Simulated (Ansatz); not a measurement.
```xyz
11

Sn   -0.3766    1.7163    0.9283
O     0.7264   -0.4505   -0.9744
C     0.0418   -1.6713   -0.7863
H    -1.6037    1.3117   -0.1785
H     0.9898    2.3705    0.1527
H    -0.9976    2.9114    1.9910
H     1.6574   -0.5861   -0.7841
H     0.0522    0.3654    1.8778
H     0.1115   -2.0288    0.2477
H    -1.0080   -1.4847   -1.0135
H     0.4068   -2.4538   -1.4608
```

The product side of a reaction path; geometry: PBE0-D4/def2-TZVP; core potentials replace the inner electrons of Sn.

These are results of Ansatz, RKS PBE0-D4/def2-TZVPP, not measurements.

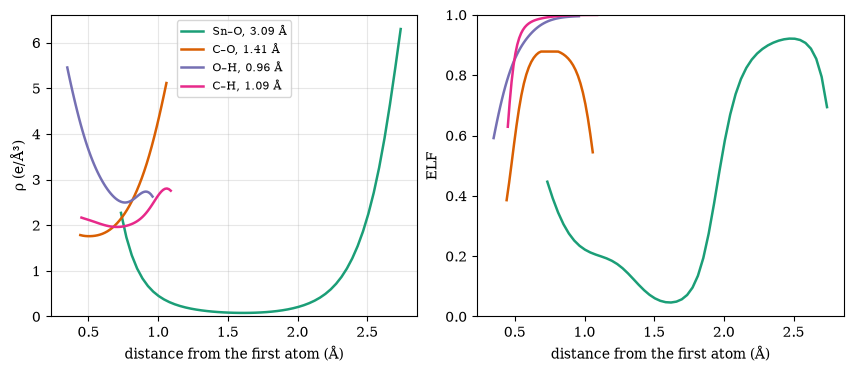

H4Sn···CH4O. Electron density and ELF along straight lines between neighbouring atoms. The curves leave out the atomic cores.

Compare the contacts.

Sn1···O2 (3.09 Å): the density falls to about 0.08 e/Å³ on the way; the ELF dips to about 0.05 between them.
C–O (1.41 Å): ρ at the midpoint is about 2 e/Å³, with its minimum of 1.8 e/Å³ about 0.5 Å from C; the ELF peaks at about 0.90 between the atoms: a polar covalent bond.
O–H (0.96 Å): the density is about 3.8 e/Å³ at the midpoint; the ELF climbs to about 1 towards the hydrogen, as it does in any bond to H; an ordinary covalent bond to hydrogen.
C–H (1.09 Å): the density is about 2.1 e/Å³ at the midpoint; the ELF climbs to about 1 towards the hydrogen; an ordinary covalent bond to hydrogen.
